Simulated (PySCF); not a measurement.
# C₂H₈B₂FN: electronic excitations and core binding energies

Aim: predict the electronic excitations and core binding energies of C₂H₈B₂FN (`BN(C)CBF`).

Programs: PySCF 2.14.0, with density-fitted response routines of our own. Each step states its level of theory. These are calculated values for one molecule in the gas phase, unless marked as measured. Atoms are numbered from 0 throughout.

**1. The molecule as given**

14 atoms, charge 0, multiplicity 1; geometry from: GFN2-xTB.

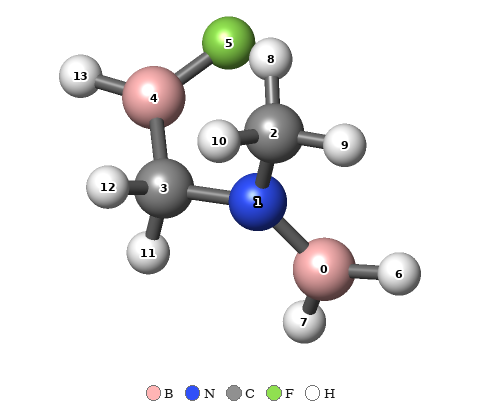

The starting geometry (boron pink, nitrogen blue, carbon grey, fluorine green, hydrogen white), atoms numbered.

**2. TDDFT and polarisability: CAM-B3LYP/def2-SVPD**

Job settings and geometry (Å):

```
{"job": {"kind": "uv", "xc": "CAM-B3LYP", "basis": "def2-SVPD", "nstates": 8, "ntriplets": 3}, "charge": 0, "multiplicity": 1}
B     -1.332397    -1.156024    -0.583189
N     -0.522533    -0.081718    -0.294260
C     -0.973020     1.128291     0.353193
C      0.911973    -0.058875    -0.550403
B      1.851079    -0.259152     0.710660
F      1.340919    -0.528371     1.889737
H     -2.471865    -1.105732    -0.315269
H     -0.870307    -2.097183    -1.109259
H     -0.462285     1.271771     1.310150
H     -2.043366     1.073418     0.531819
H     -0.764402     2.000871    -0.276873
H      1.143032    -0.860376    -1.259836
H      1.169479     0.872812    -1.076156
H      3.023015    -0.200205     0.647520
```

With the program's defaults for keys left out, this is: TDDFT CAM-B3LYP/def2-SVPD, vertical, gas phase, core orbitals frozen in the response.

Run with:

```bash
$ OMP_NUM_THREADS=1 python probes_run.py task.json out
```

This one command runs all jobs of the session in turn.

The program printed:

```text
coarse grid: 11456 points
cycle   1  E = -284.9689190242  dE =  5.918e-01  |g| = 4.724e-01  |ddm| = 5.411e+00
cycle   2  E = -284.9647832153  dE =  4.136e-03  |g| = 5.756e-01  |ddm| = 1.105e+00
cycle   3  E = -285.0171299640  dE = -5.235e-02  |g| = 5.108e-02  |ddm| = 4.774e-01
cycle   4  E = -285.0176464777  dE = -5.165e-04  |g| = 1.673e-02  |ddm| = 1.168e-01
cycle   5  E = -285.0177237024  dE = -7.722e-05  |g| = 2.866e-03  |ddm| = 3.618e-02
cycle   6  E = -285.0177255328  dE = -1.830e-06  |g| = 1.567e-03  |ddm| = 6.403e-03
final grid: 110408 points
cycle   7  E = -285.0621923843  dE = -4.149e-05  |g| = 4.725e-03  |ddm| = 8.406e-02
cycle   8  E = -285.0621908364  dE =  1.548e-06  |g| = 5.513e-03  |ddm| = 1.478e-02
cycle   9  E = -285.0621977259  dE = -6.889e-06  |g| = 5.489e-04  |ddm| = 5.907e-03
cycle  10  E = -285.0621977827  dE = -5.673e-08  |g| = 1.775e-04  |ddm| = 9.236e-04
cycle  11  E = -285.0621977899  dE = -7.200e-09  |g| = 2.684e-05  |ddm| = 3.381e-04
cycle  12  E = -285.0621977901  dE = -2.119e-10  |g| = 5.789e-06  |ddm| = 8.027e-05
converged SCF energy = -285.0621977901

Static polarisability (au): isotropic 61.204, principal 52.497 60.766 70.349

Singlet excitations
state   eV       nm        f      main configurations
  1   5.5316    224.1   0.00093   H->L 0.89, H-2->L 0.08
  2   6.8811    180.2   0.06641   H->L+1 0.61, H->L+2 0.29
  3   6.9976    177.2   0.17595   H->L+2 0.66, H->L+1 0.26
  4   7.2413    171.2   0.00280   H-2->L 0.35, H-1->L+2 0.26, H-1->L 0.24
  5   7.3426    168.9   0.01018   H-1->L+2 0.55, H-2->L 0.30
  6   7.9767    155.4   0.01986   H->L+3 0.66, H->L+4 0.20
  7   8.1057    153.0   0.03793   H->L+4 0.69, H->L+3 0.21
  8   8.2722    149.9   0.02555   H->L+5 0.85

Triplet excitations (Tamm-Dancoff, eV): 5.0955 5.3777 6.6926
```

It took 60 s on 1 thread of Arm Neoverse N1, shared host; peak memory 0.81 GiB.

The orbitals next to the gap, with their largest atomic shares:

```tsv
orbital	eV	atoms
HOMO−3	-12.13	C2 21 %, N1 15 %, B0 13 %
HOMO−2	-11.25	B4 20 %, F5 19 %, H13 14 %
HOMO−1	-10.36	B0 38 %, H6 21 %, H7 19 %
HOMO	-8.75	N1 46 %, B0 13 %, C3 10 %
LUMO	0.27	B4 46 %, F5 18 %, C3 13 %
LUMO+1	0.99	B4 47 %, B0 14 %, C2 6 %
LUMO+2	1.20	B0 40 %, N1 15 %, H7 11 %
```

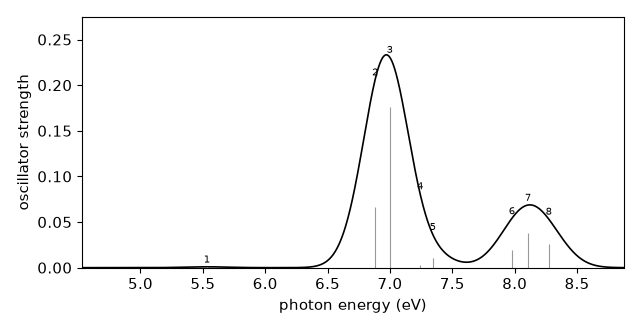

Absorption spectrum from the 8 singlet states computed; above the last one it falls off for lack of states. Lines are broadened to a width of 0.40 eV (Gaussian).

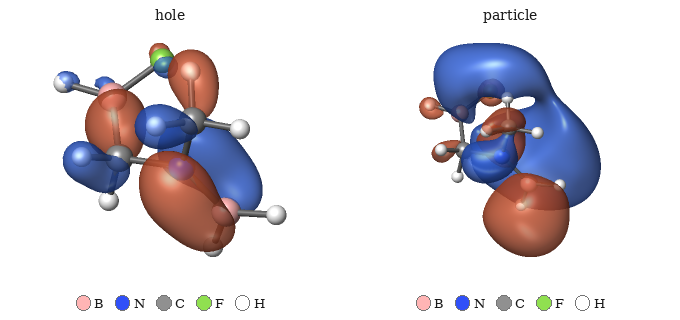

Leading natural transition orbitals of singlet state 3: the electron leaves the hole (left) for the particle orbital (right).

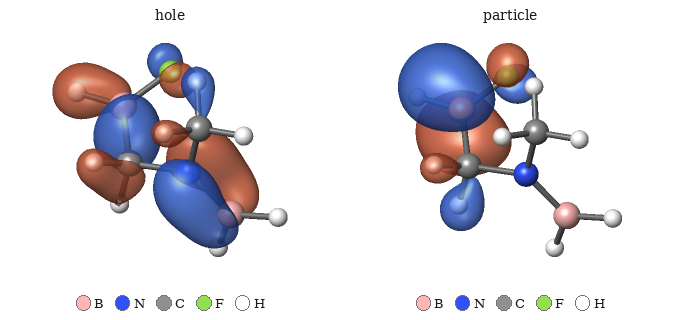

Leading natural transition orbitals of singlet state 1: the electron leaves the hole (left) for the particle orbital (right).

Further results of this job:

```tsv
property	computed
dipole moment (D)	2.15
polarisability (Å³)	9.07
HOMO–LUMO gap (eV)	9.02
−ε(HOMO) (eV)	8.75
```

Orbitals, density, ELF and potential are computed afterwards from the orbital file.

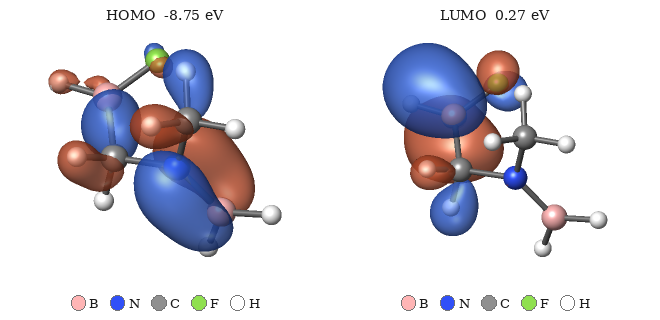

Frontier orbitals at CAM-B3LYP/def2-SVPD; each surface holds 70 % of the orbital's density, blue and red mark the sign.

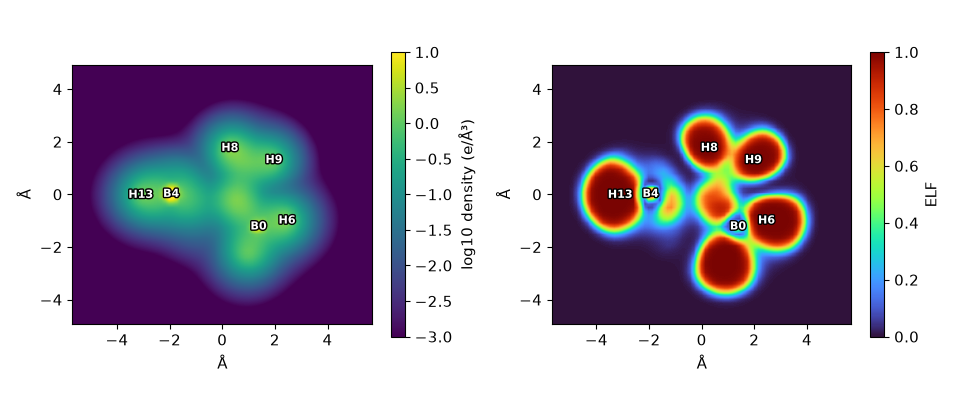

Density (left) and ELF (right) in a plane through or near 6 of the atoms.

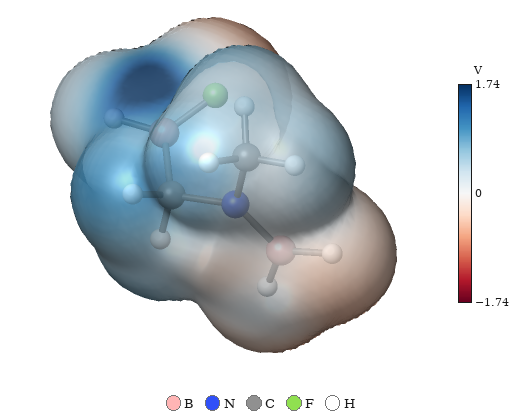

Electrostatic potential on the surface of density 0.002 e/bohr³; red is low, blue high. It runs from -0.68 V near F5 to 1.74 V near B4.

**3. Core holes by ΔSCF: SCAN, X2C**

The job, as its differences from that of step 2:

```diff
@@ -1,2 +1,2 @@
-{"job": {"kind": "uv", "xc": "CAM-B3LYP", "basis": "def2-SVPD", "nstates": 8, "ntriplets": 3}, "charge": 0, "multiplicity": 1}
+{"job": {"kind": "xps"}, "charge": 0, "multiplicity": 1}
 B     -1.332397    -1.156024    -0.583189
```

Method: delta-SCF UKS SCAN, pcX-2 on the ionised atom, pcseg-1 elsewhere, spin-free X2C.

The program printed:

```text
ground state, core basis on atom 0 (B), 155 functions
  cycle   1  E = -285.31533149  |g| = 5.23e-01
  cycle   2  E = -285.25752434  |g| = 8.01e-01
  cycle   3  E = -285.37497476  |g| = 1.50e-01
  cycle   4  E = -285.37947925  |g| = 2.51e-02
  cycle   5  E = -285.37963545  |g| = 6.50e-03
  cycle   6  E = -285.37964056  |g| = 3.68e-03
  cycle   7  E = -285.37964303  |g| = 1.36e-03
  cycle   8  E = -285.37964425  |g| = 5.21e-04
  cycle   9  E = -285.37964432  |g| = 5.45e-05
  E(ground) = -285.38486579 Eh
hole in B 1s of atom 0
  cycle   1  E = -277.80967040  |g| = 1.17e+00
  cycle   2  E = -276.49306747  |g| = 1.73e+00
  cycle   3  E = -278.10641980  |g| = 4.41e-01
  cycle   4  E = -278.21311329  |g| = 1.63e-01
  cycle   5  E = -278.22221097  |g| = 8.13e-02
  cycle   6  E = -278.22505874  |g| = 3.33e-02
  cycle   7  E = -278.22578993  |g| = 1.52e-02
  cycle   8  E = -278.22622127  |g| = 1.08e-02
  cycle   9  E = -278.22652734  |g| = 1.20e-02
  cycle  10  E = -278.22678919  |g| = 5.73e-03
  cycle  11  E = -278.22687566  |g| = 2.64e-03
  cycle  12  E = -278.22688908  |g| = 1.13e-03
  cycle  13  E = -278.22689094  |g| = 5.04e-04
  cycle  14  E = -278.22689102  |g| = 1.90e-04
  E(ion) = -278.23205618 Eh   <S^2> = 0.9360   hole on atom = 1.000   binding energy = 194.638 eV
ground state, core basis on atom 1 (N), 155 functions
  cycle   1  E = -285.39746719  |g| = 7.19e-02
  cycle   2  E = -285.39745698  |g| = 1.19e-02
  cycle   3  E = -285.39739903  |g| = 1.94e-02
  cycle   4  E = -285.39749212  |g| = 3.33e-03
  cycle   5  E = -285.39749294  |g| = 3.92e-04
  E(ground) = -285.40060860 Eh
hole in N 1s of atom 1
  cycle   1  E = -269.79557275  |g| = 1.87e+00
  cycle   2  E = -268.93712410  |g| = 2.23e+00
  cycle   3  E = -270.44799068  |g| = 4.21e-01
  cycle   4  E = -270.50664765  |g| = 9.91e-02
  cycle   5  E = -270.51018746  |g| = 3.44e-02
  cycle   6  E = -270.51060766  |g| = 1.44e-02
  cycle   7  E = -270.51067341  |g| = 5.76e-03
  cycle   8  E = -270.51068663  |g| = 1.42e-03
  cycle   9  E = -270.51068791  |g| = 5.28e-04
  cycle  10  E = -270.51068866  |g| = 1.40e-04
  E(ion) = -270.51256227 Eh   <S^2> = 0.7670   hole on atom = 1.000   binding energy = 405.124 eV
ground state, core basis on atom 2 (C), 155 functions
  cycle   1  E = -285.38494813  |g| = 5.60e-02
  cycle   2  E = -285.38493917  |g| = 1.12e-02
  cycle   3  E = -285.38489377  |g| = 1.74e-02
  cycle   4  E = -285.38496768  |g| = 2.76e-03
  cycle   5  E = -285.38496943  |g| = 2.60e-04
  E(ground) = -285.38979403 Eh
hole in C 1s of atom 2
  cycle   1  E = -274.11371558  |g| = 1.50e+00
  cycle   2  E = -273.33572496  |g| = 1.88e+00
  cycle   3  E = -274.60762671  |g| = 3.66e-01
  cycle   4  E = -274.64671058  |g| = 2.14e-01
  cycle   5  E = -274.66609932  |g| = 6.66e-02
  cycle   6  E = -274.66774549  |g| = 1.74e-02
  cycle   7  E = -274.66791415  |g| = 5.49e-03
  cycle   8  E = -274.66793504  |g| = 3.41e-03
  cycle   9  E = -274.66794099  |g| = 2.03e-03
  cycle  10  E = -274.66794400  |g| = 7.65e-04
  cycle  11  E = -274.66794404  |g| = 2.64e-04
  E(ion) = -274.67166513 Eh   <S^2> = 0.7699   hole on atom = 1.000   binding energy = 291.655 eV
ground state, core basis on atom 3 (C), 155 functions
  cycle   1  E = -285.38519482  |g| = 5.77e-02
  cycle   2  E = -285.38517112  |g| = 2.01e-02
  cycle   3  E = -285.38517820  |g| = 1.92e-02
  cycle   4  E = -285.38526912  |g| = 2.26e-03
  cycle   5  E = -285.38527009  |g| = 8.17e-04
  cycle   6  E = -285.38527093  |g| = 9.99e-05
  E(ground) = -285.39008616 Eh
hole in C 1s of atom 3
  cycle   1  E = -274.11560080  |g| = 1.51e+00
  cycle   2  E = -273.15357802  |g| = 2.01e+00
  cycle   3  E = -274.59822064  |g| = 4.28e-01
  cycle   4  E = -274.63967653  |g| = 3.18e-01
  cycle   5  E = -274.67603924  |g| = 7.35e-02
  cycle   6  E = -274.67780182  |g| = 2.39e-02
  cycle   7  E = -274.67802738  |g| = 1.13e-02
  cycle   8  E = -274.67807613  |g| = 5.31e-03
  cycle   9  E = -274.67809272  |g| = 1.57e-03
  cycle  10  E = -274.67809738  |g| = 6.77e-04
  cycle  11  E = -274.67809761  |g| = 2.37e-04
  E(ion) = -274.68144922 Eh   <S^2> = 0.7703   hole on atom = 1.000   binding energy = 291.397 eV
ground state, core basis on atom 4 (B), 155 functions
  cycle   1  E = -285.38135695  |g| = 5.15e-02
  cycle   2  E = -285.38123796  |g| = 3.90e-02
  cycle   3  E = -285.38142678  |g| = 2.52e-02
  cycle   4  E = -285.38152636  |g| = 5.13e-03
  cycle   5  E = -285.38153445  |g| = 6.49e-04
  cycle   6  E = -285.38153416  |g| = 1.90e-04
  E(ground) = -285.38800131 Eh
hole in B 1s of atom 4
  cycle   1  E = -277.71507115  |g| = 1.16e+00
  cycle   2  E = -275.55745810  |g| = 1.99e+00
  cycle   3  E = -277.90399926  |g| = 5.18e-01
  cycle   4  E = -278.08339338  |g| = 1.81e-01
  cycle   5  E = -277.92699131  |g| = 5.07e-01
  cycle   6  E = -278.09543102  |g| = 1.25e-01
  cycle   7  E = -278.00256366  |g| = 3.67e-01
  cycle   8  E = -278.10245770  |g| = 5.31e-02
  cycle   9  E = -278.02776884  |g| = 3.20e-01
  cycle  10  E = -278.02923693  |g| = 3.16e-01
  cycle  11  E = -278.02910938  |g| = 3.17e-01
  cycle  12  E = -278.03337996  |g| = 3.09e-01
  cycle  13  E = -278.02853199  |g| = 3.17e-01
  cycle  14  E = -278.03488591  |g| = 3.05e-01
  cycle  15  E = -278.04027346  |g| = 2.94e-01
  cycle  16  E = -278.06682486  |g| = 2.33e-01
  cycle  17  E = -278.07468299  |g| = 2.06e-01
  cycle  18  E = -278.09530094  |g| = 1.21e-01
  cycle  19  E = -278.09493793  |g| = 1.21e-01
  cycle  20  E = -278.10403809  |g| = 4.98e-02
  cycle  21  E = -278.10541238  |g| = 2.71e-02
  cycle  22  E = -278.10557236  |g| = 2.22e-02
  cycle  23  E = -278.10590493  |g| = 9.23e-03
  cycle  24  E = -278.10582781  |g| = 1.35e-02
  cycle  25  E = -278.10593568  |g| = 5.29e-03
  cycle  26  E = -278.10592794  |g| = 6.14e-03
  cycle  27  E = -278.10592346  |g| = 6.66e-03
  cycle  28  E = -278.10595370  |g| = 7.77e-04
  cycle  29  E = -278.10595384  |g| = 6.35e-04
  cycle  30  E = -278.10595425  |g| = 2.85e-04
  E(ion) = -278.11342312 Eh   <S^2> = 1.1124   hole on atom = 1.000   binding energy = 197.951 eV
ground state, core basis on atom 5 (F), 155 functions
  cycle   1  E = -285.42836454  |g| = 1.23e-01
  cycle   2  E = -285.42761326  |g| = 9.00e-02
  cycle   3  E = -285.42805888  |g| = 6.84e-02
  cycle   4  E = -285.42867412  |g| = 2.50e-03
  cycle   5  E = -285.42867591  |g| = 6.57e-04
  cycle   6  E = -285.42867636  |g| = 2.15e-04
  E(ground) = -285.43655577 Eh
hole in F 1s of atom 5
  cycle   1  E = -259.05352767  |g| = 2.58e+00
  cycle   2  E = -258.85196301  |g| = 2.14e+00
  cycle   3  E = -259.85674393  |g| = 4.03e-01
  cycle   4  E = -259.86683561  |g| = 3.45e-01
  cycle   5  E = -259.93283844  |g| = 1.01e-01
  cycle   6  E = -259.93679766  |g| = 3.59e-02
  cycle   7  E = -259.93755871  |g| = 4.51e-03
  cycle   8  E = -259.93756805  |g| = 2.03e-03
  cycle   9  E = -259.93757047  |g| = 7.21e-04
  cycle  10  E = -259.93757131  |g| = 3.03e-04
  E(ion) = -259.95286272 Eh   <S^2> = 0.7564   hole on atom = 1.000   binding energy = 693.447 eV
```

Wall time 2.3 min (1 thread of Arm Neoverse N1, shared host); peak memory 0.51 GiB.

Binding energies by hole, beside the orbital energy of the ground state; the difference holds orbital relaxation and, for a density functional, its self-interaction error:

```tsv
hole	stands for	environment	ΔSCF (eV)	−ε (eV)	⟨S²⟩
B1s on B0	B0	boron bonded to N, 2 H	194.64 (doubtful)	179.1	0.936
N1s on N1	N1	nitrogen bonded to 2 C, B	405.12	386.4	0.767
C1s on C2	C2	methyl carbon bonded to N	291.66	274.4	0.770
C1s on C3	C3	sp3 CH2 bonded to B and N	291.40	274.3	0.770
B1s on B4	B4	boron bonded to C, F, H	197.95 (doubtful)	181.7	1.112
F1s on F5	F5	fluorine bonded to B	693.45	667.3	0.756
```

Doubtful: the ion did not converge, its hole moved, or its ⟨S²⟩ is well above 0.75.

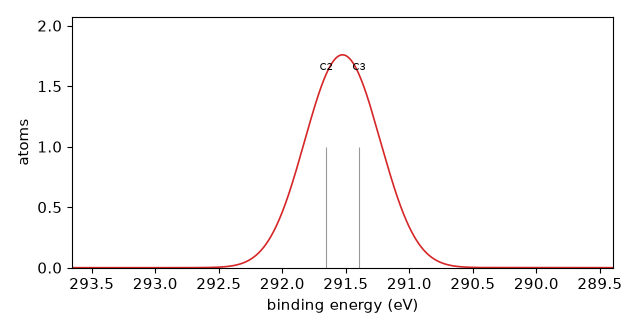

The C1s photoelectron lines, weighted by the number of atoms. Lines are broadened to a width of 0.60 eV (Gaussian).

**4. Summary of results**

| quantity | value |
| --- | --- |
| lowest singlet (CAM-B3LYP/def2-SVPD) | 5.53 eV (224 nm), f = 0.001 |
| brightest single state of those computed | state 3, 7.00 eV, f = 0.176 |
| lowest triplet | 5.10 eV |
| surface potential, least and greatest | -0.68 V and 1.74 V |
| C1s binding energies, SCAN/pcX-2 | C2 291.66, C3 291.40 eV |
| N1s binding energies, SCAN/pcX-2 | N1 405.12 eV |
| F1s binding energies, SCAN/pcX-2 | F5 693.45 eV |

**Reading.** The first singlet state (HOMO→LUMO 0.89, HOMO−2→LUMO 0.08) lies at 5.53 eV and is dark; of the 8 states computed, the strongest absorption comes from state 3 at 7.00 eV. The lowest triplet lies 0.44 eV below the lowest singlet (triplets in Tamm-Dancoff, singlets in full TDDFT). The C1s levels kept as sound span 0.26 eV, from C3 (sp3 CH2 bonded to B and N) up to C2 (methyl carbon bonded to N).
